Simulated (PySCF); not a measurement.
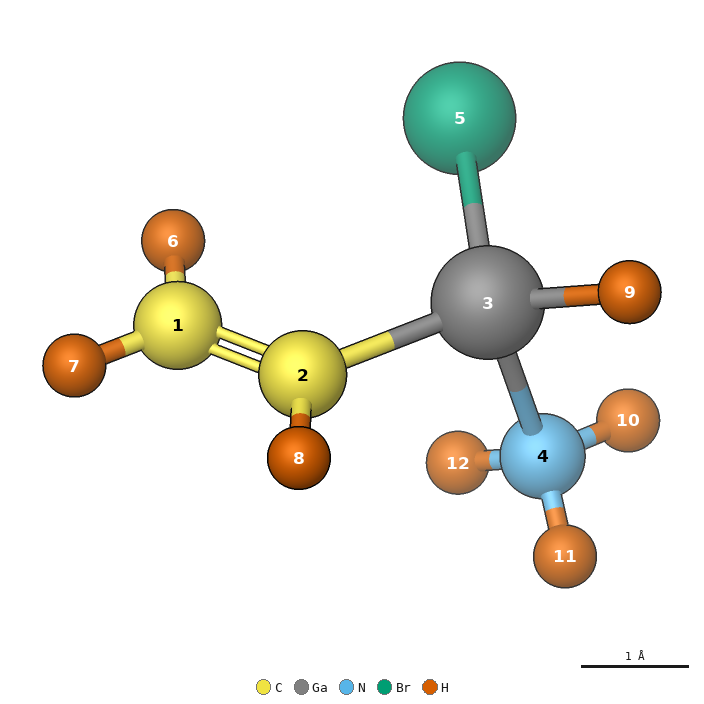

Orthographic view. Atoms fade into the background with distance from the viewer. Computed geometry: PBE0-D3(BJ)/def2-SVP optimisation. No frequency run is at hand to confirm it as a minimum.

Write a Z-matrix (Å, degrees) in the order of the atom numbers, with these reference atoms: 2 to 1; 3 to 2, 1; 4 to 3, 2, 1; 5 to 3, 2, 1; 6 to 1, 2, 3; 7 to 1, 6, 2; 8 to 2, 1, 6; 9 to 3, 2, 8; 10 to 4, 3, 9; 11 to 4, 10, 3; 12 to 4, 11, 10.

```
C  
C    1   1.339
Ga   2   1.963   1   122.7
N    3   2.133   2   101.9   1   -96.2
Br   3   2.364   2   111.7   1     1.5
H    1   1.097   2   121.4   3    -0.4
H    1   1.098   6   116.2   2   179.3
H    2   1.100   1   117.3   6   178.9
H    3   1.569   2   126.5   8   -30.4
H    4   1.021   3   109.6   9   -59.0
H    4   1.020  10   108.5   3  -127.2
H    4   1.021  11   108.4  10   116.2
```
